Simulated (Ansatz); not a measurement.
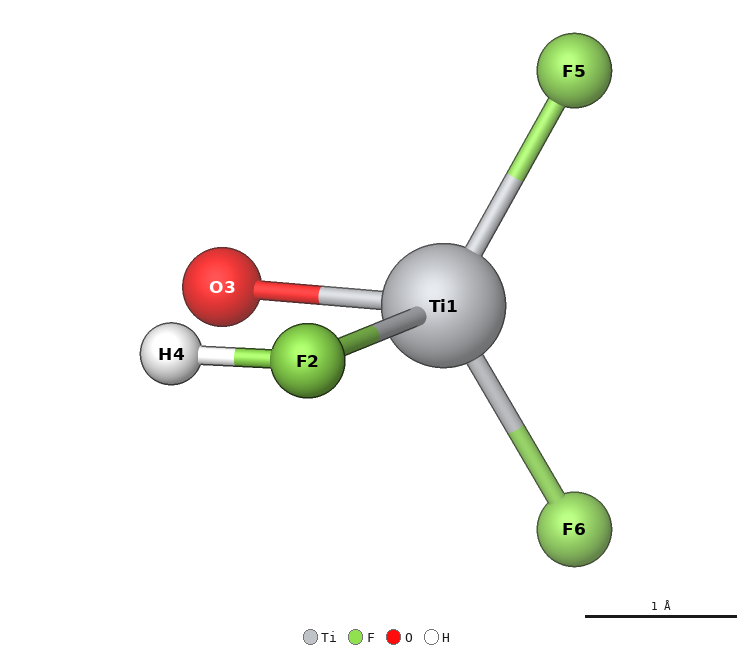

Atoms carry their numbers in the input. Charge 0, singlet. The geometry was computed by an optimisation with PBE0-D4/def2-TZVP.

Give these bond angles: F2–Ti1–O3, F2–Ti1–F5, O3–Ti1–F5, F5–Ti1–F6, Ti1–F2–H4.

```csv
angle,degrees
F2–Ti1–O3,89.3
F2–Ti1–F5,107.7
O3–Ti1–F5,113.5
F5–Ti1–F6,120.3
Ti1–F2–H4,99.8
```
